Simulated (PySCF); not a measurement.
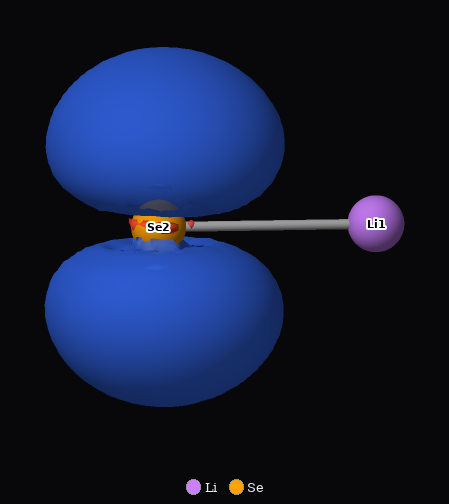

Figure. LiSe (doublet). Isosurfaces of the spin density at +0.02 (blue) and −0.02 e/Å³ (red), seen from one side.

Theory: PySCF, PBE0/x2c-SVPall, spin-free X2C-1e, Gaussian nucleus, at a bond length of 2.269 Å.

```xyz
2

Li    0.0000    0.0000   -2.0859
Se    0.0000    0.0000    0.1831
```

Question: Describe the spin distribution.

Answer: The unpaired spin (1 electron) lies mostly on Se2 (about 1.0), in electrons by Hirshfeld's partition.
